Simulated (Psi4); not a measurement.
**CHF2O (SMILES [O]C(F)F), step by step**

Aim: a structure relaxation (UHF/aug-cc-pVDZ), then the harmonic vibrations of CHF2O. 

Program for the calculation: Psi4 1.11.

## 1. The molecule

CHF2O has 5 atoms, charge 0, and is taken as a doublet. SMILES: `[O]C(F)F`. All atoms were displaced at random from a relaxed shape. The run starts from this shape.

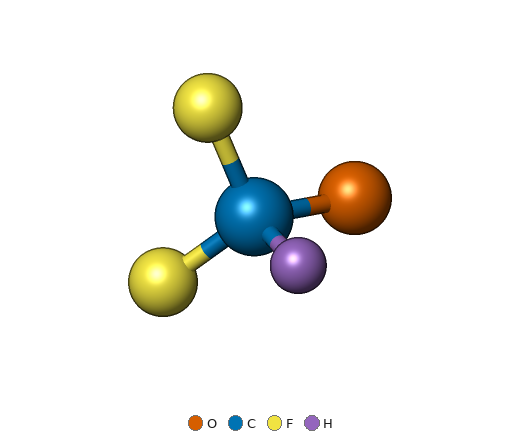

The structure, seen from a chosen angle (oxygen orange, carbon blue, fluorine yellow, hydrogen purple).

## 2. A geometry optimisation at UHF/aug-cc-pVDZ (density fitting) (run 1)

File chf2o_ase.py:

```python
import numpy as np
from ase.calculators.psi4 import Psi4
from ase import Atoms
from ase.optimize import LBFGS

mol = Atoms(['O', 'C', 'F', 'F', 'H'], positions=[
    [-0.453592, -0.359870, 1.150665],
    [-0.056343, -0.005441, -0.030999],
    [1.022767, -0.680677, -0.388171],
    [-0.850088, 0.001004, -1.006412],
    [0.260901, 1.026581, 0.194061],
])
calc = Psi4(atoms=mol, method='scf', basis='aug-cc-pVDZ', memory='1600MB', num_threads=1, charge=0, multiplicity=2, label='psi4-calc', reference='uhf')
mol.calc = calc

opt = LBFGS(mol)
done = opt.run(fmax=0.01, steps=40)
print('converged:', done)
for s, p in zip(mol.symbols, mol.positions):
    print(f'{s:2s} {p[0]:12.6f} {p[1]:12.6f} {p[2]:12.6f}')
```

Launch:

```console
$ python chf2o_ase.py
```

psi4-calc.dat:

```text
[...]
  Running in c1 symmetry.
[...]
  Nuclear repulsion =  126.097153661193900
[...]
  Multiplicity = 2
[...]
  Nalpha       = 17
  Nbeta        = 16
[...]
    Number of basis functions: 101
[...]
   @DF-UHF iter   1:  -311.98003004313466   -6.24147e-01   5.32839e-03 ADIIS/DIIS
[...]
   @DF-UHF iter  22:  -312.18858484518319   -3.08091e-11   9.21432e-09 DIIS
[...]
   @S^2 Observed:                7.575420618E-01
[...]
    Orbital Energies [Eh]
    ---------------------
    Alpha Occupied:
       1A    -26.350642     2A    -26.350595     3A    -20.693067
       4A    -11.488601     5A     -1.718865     6A     -1.641254
       7A     -1.477554     8A     -0.970835     9A     -0.850767
      10A     -0.814351    11A     -0.793830    12A     -0.710856
      13A     -0.697183    14A     -0.658004    15A     -0.655407
      16A     -0.592302    17A     -0.586030
    Alpha Virtual:
      18A      0.033896    19A      0.085820    20A      0.088528
      21A      0.088649    22A      0.157031    23A      0.200506
      24A      0.218264    25A      0.226899    26A      0.241470
[...]
  @DF-UHF Final Energy:  -312.18858484518319
   => Energetics <=
    Nuclear Repulsion Energy =            126.0971536611939001
    One-Electron Energy =                -683.4719526958540428
    Two-Electron Energy =                 245.1862141894769138
    Total Energy =                       -312.1885848451831862
  UHF NO Occupations:
  HONO-2 :   15  A 1.9992221
  HONO-1 :   16  A 1.9980498
[...]
 Multipole Moments:
 ------------------------------------------------------------------------------------
     Multipole            Electronic (a.u.)      Nuclear  (a.u.)        Total (a.u.)
 ------------------------------------------------------------------------------------
 L = 1.  Multiply by 2.5417464519 to convert [e a0] to [Debye]
 Dipole X            :          0.0989553            0.0674930            0.1664483
 Dipole Y            :         -0.7732197            1.4136438            0.6404241
 Dipole Z            :         -1.1799263            1.3524630            0.1725367
 Magnitude           :                                                    0.6838253
[...]
  -Total Gradient:
     Atom            X                  Y                   Z
    ------   -----------------  -----------------  -----------------
       1        0.000125885142    -0.000101641396    -0.000033141185
       2        0.000023339619     0.000123454860     0.000042134385
       3       -0.000114001462    -0.000003982125     0.000135410439
       4       -0.000038229664     0.000009498990    -0.000093991238
       5        0.000003006364    -0.000027330330    -0.000050412400
[...]
```

The script printed:

```text
Step     Time          Energy          fmax
LBFGS:    0 hh:mm:ss    -8494.721803        5.056671
LBFGS:    1 hh:mm:ss    -8494.980851        1.831997
LBFGS:    2 hh:mm:ss    -8495.038010        0.781908
LBFGS:    3 hh:mm:ss    -8495.063571        0.560486
LBFGS:    4 hh:mm:ss    -8495.077935        0.404528
LBFGS:    5 hh:mm:ss    -8495.081807        0.197666
LBFGS:    6 hh:mm:ss    -8495.083049        0.109821
LBFGS:    7 hh:mm:ss    -8495.083844        0.117031
LBFGS:    8 hh:mm:ss    -8495.084065        0.049371
LBFGS:    9 hh:mm:ss    -8495.084095        0.009104
converged: True
O     -0.516417    -0.417833     1.149404
C     -0.002904     0.040549    -0.007461
F      1.043427    -0.690246    -0.392107
F     -0.899219    -0.023521    -0.992310
H      0.298758     1.072649     0.161617
```

It took 28 s on 1 thread of Intel Xeon Platinum 8259CL at 2.50GHz (Skylake/Cascade Lake), shared host; peak memory 0.28 GiB.

Step by step:

```csv
step,energy from the first frame kept (eV),largest force (eV/Å)
0,0.0000,5.0567
1,-0.2590,1.8320
2,-0.3162,0.7819
3,-0.3418,0.5605
4,-0.3561,0.4045
5,-0.3600,0.1977
6,-0.3612,0.1098
7,-0.3620,0.1170
8,-0.3623,0.0494
9,-0.3623,0.0091
```

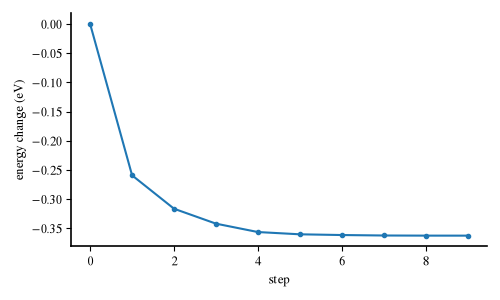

Energy along the run.

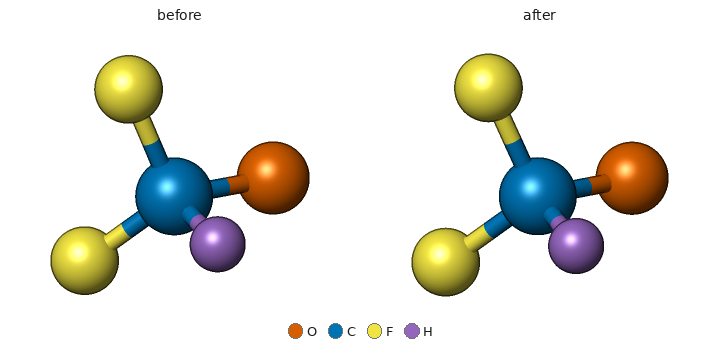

Before and after, at one scale.

After the run. Bond lengths: O1–C2 1.346 Å, C2–F3 1.333 Å, C2–F4 1.333 Å, C2–H5 1.088 Å. Angles: O1–C2–F3 111.1°, O1–C2–F4 111.2°, F3–C2–F4 106.8°, O1–C2–H5 107.2°, F3–C2–H5 110.3°, F4–C2–H5 110.3°.

## 3. The harmonic vibrations at UHF/aug-cc-pVDZ (density fitting) (run 2)

File chf2o.xyz:

```xyz
5
CHF2O
O     -0.503487    -0.403258     1.143094
C      0.010027     0.055124    -0.013770
F      1.056358    -0.675671    -0.398416
F     -0.886288    -0.008946    -0.998619
H      0.311689     1.087224     0.155308
```

File chf2o_ase.py:

```python
import numpy as np
from ase.calculators.psi4 import Psi4
from ase.io import read
from ase.vibrations import Vibrations

a = read('chf2o.xyz')
calc = Psi4(atoms=a, method='hf', basis='aug-cc-pVDZ', memory='1600MB', num_threads=1, charge=0, multiplicity=2, label='chf2o', reference='uhf')
a.calc = calc

vib = Vibrations(a, delta=0.005)
vib.run()
vib.summary()
```

Launch:

```console
$ python chf2o_ase.py
```

chf2o.dat:

```text
[...]
  Running in c1 symmetry.
[...]
  Nuclear repulsion =  126.092654589498707
[...]
  Multiplicity = 2
[...]
  Nalpha       = 17
  Nbeta        = 16
[...]
    Number of basis functions: 101
[...]
   @DF-UHF iter   1:  -311.98002444680026   -6.24430e-01   5.33141e-03 DIIS/ADIIS
[...]
   @DF-UHF iter  22:  -312.18858191508360   -3.41629e-11   8.80772e-09 DIIS
[...]
   @S^2 Observed:                7.575483839E-01
[...]
    Orbital Energies [Eh]
    ---------------------
    Alpha Occupied:
       1A    -26.350764     2A    -26.350687     3A    -20.692909
       4A    -11.488720     5A     -1.718908     6A     -1.641317
       7A     -1.477487     8A     -0.970702     9A     -0.850796
      10A     -0.814387    11A     -0.793814    12A     -0.710894
      13A     -0.697204    14A     -0.658082    15A     -0.655348
      16A     -0.592220    17A     -0.585863
    Alpha Virtual:
      18A      0.033897    19A      0.085835    20A      0.088516
      21A      0.088647    22A      0.157014    23A      0.200469
      24A      0.218272    25A      0.226944    26A      0.241436
[...]
  @DF-UHF Final Energy:  -312.18858191508360
   => Energetics <=
    Nuclear Repulsion Energy =            126.0926545894987072
    One-Electron Energy =                -683.4628314181572932
    Two-Electron Energy =                 245.1815949135749975
    Total Energy =                       -312.1885819150836028
  UHF NO Occupations:
  HONO-2 :   15  A 1.9992198
  HONO-1 :   16  A 1.9980498
[...]
 Multipole Moments:
 ------------------------------------------------------------------------------------
     Multipole            Electronic (a.u.)      Nuclear  (a.u.)        Total (a.u.)
 ------------------------------------------------------------------------------------
 L = 1.  Multiply by 2.5417464519 to convert [e a0] to [Debye]
 Dipole X            :          0.0989558            0.0674935            0.1664493
 Dipole Y            :         -0.7733957            1.4136438            0.6402481
 Dipole Z            :         -1.1848289            1.3572213            0.1723925
 Magnitude           :                                                    0.6836243
[...]
  -Total Gradient:
     Atom            X                  Y                   Z
    ------   -----------------  -----------------  -----------------
       1        0.000247806655     0.000143083941    -0.000028750980
       2        0.000010694808    -0.000045076479    -0.000623205051
       3       -0.000091847249    -0.000182867320     0.000200358967
       4       -0.000285056932    -0.000278236992    -0.000219383137
       5        0.000118402719     0.000363096851     0.000670980201
[...]
```

Standard output:

```text
---------------------
  #    meV     cm^-1
---------------------
  0    1.3i     10.2i
  1    0.7i      5.5i
  2    0.0i      0.3i
  3    0.0       0.1
  4    0.1       0.5
  5    0.9       7.5
  6   60.6     489.1
  7   68.4     551.4
  8   87.7     707.7
  9  137.2    1106.4
 10  152.8    1232.0
 11  155.8    1256.9
 12  179.2    1445.6
 13  186.6    1505.3
 14  405.7    3272.2
---------------------
Zero-point energy: 0.718 eV
```

It took 1.8 min on 1 thread of Intel Xeon Platinum 8259CL at 2.50GHz (Skylake/Cascade Lake), shared host; peak memory 0.34 GiB.

## 4. Summary of results

| quantity | value |
| --- | --- |
| run 1, UHF/aug-cc-pVDZ: total energy at the end | -312.18858 Eh |
| run 1, UHF/aug-cc-pVDZ: dipole moment | 1.74 D |
| run 1, UHF/aug-cc-pVDZ: HOMO energy (highest over α and β) | -14.93 eV |
| run 1, UHF/aug-cc-pVDZ: LUMO energy (lowest over α and β) | 0.74 eV |
| run 1, UHF/aug-cc-pVDZ: ⟨S²⟩ | 0.758 |

The optimisation (run 1, UHF/aug-cc-pVDZ) took 9 steps and changed the energy by -0.362 eV.
